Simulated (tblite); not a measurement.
Frequency calculation of C₃H₃Cl₂Ga

- system: C₃H₃Cl₂Ga
- method: GFN2-xTB harmonic vibrations, gas phase (tblite 0.8.0)

It belongs to a series of runs on one base structure; here: C-C bond made double.

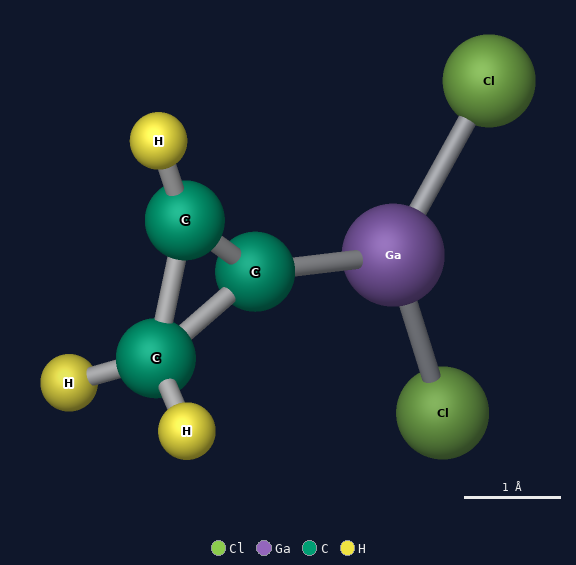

Fig. 1: The structure (ball-and-stick view, seen at a tilt). Sticks mark near contacts. Bond lengths as drawn: Cl–Ga 2.09 Å, C–C 1.31 to 1.52 Å, C–Ga 1.99 Å and C–H 1.06 to 1.08 Å.

Summary:

```tsv
quantity	value
outcome	converged
total energy	−497.2488 eV
zero-point energy	29.9500 kcal/mol
hardware	1 CPU thread, shared host
peak memory	0.18 GiB
```

Input file:
```
{"job": {"kind": "ir", "xc": "GFN2-xTB", "basis": "xTB"}, "charge": 0, "multiplicity": 1}
Cl     2.976694     1.226988     1.476551
Ga     1.898426     0.092018     0.090031
Cl     2.922362    -1.040665    -1.333659
C     -0.088329     0.086142     0.109708
C     -1.212569     0.498241     0.635755
C     -1.369461    -0.432094    -0.526284
H     -1.749735     1.068639     1.355458
H     -1.676408    -1.456238    -0.348471
H     -1.687418    -0.037037    -1.484269
```

The first line tells a small driver script what to run in tblite; the rest is the geometry in Å.

Launched with:
```bash
OMP_NUM_THREADS=1 python <driver script> task.json out
```

Output:
```
mode    cm-1     km/mol
  1      33.8      0.69
  2      50.8      1.15
  3      82.3      0.49
  4     103.5      6.91
  5     212.3     15.08
  6     218.7     28.31
  7     301.6      1.26
  8     387.6     59.86
  9     396.8     66.55
 10     684.8     11.22
 11     860.1      1.37
 12     912.3     11.20
 13     970.2      0.03
 14    1029.5     36.21
 15    1048.8      7.31
 16    1168.7      4.86
 17    1477.0      1.68
 18    1743.8      9.16
 19    3024.7     35.48
 20    3029.3     39.30
 21    3213.8      1.57
```

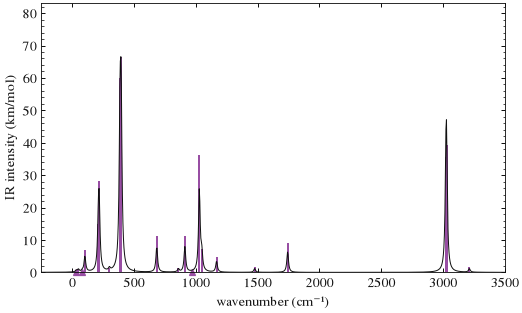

Fig. 2: Harmonic infrared spectrum, unscaled: sticks (degenerate modes added up, dark ones marked on the axis) with a Lorentzian envelope of 16 cm⁻¹ full width, scaled to the tallest stick. 21 modes from 34 to 3214 cm⁻¹, none imaginary. The strongest line is at 397 cm⁻¹ (67 km/mol).
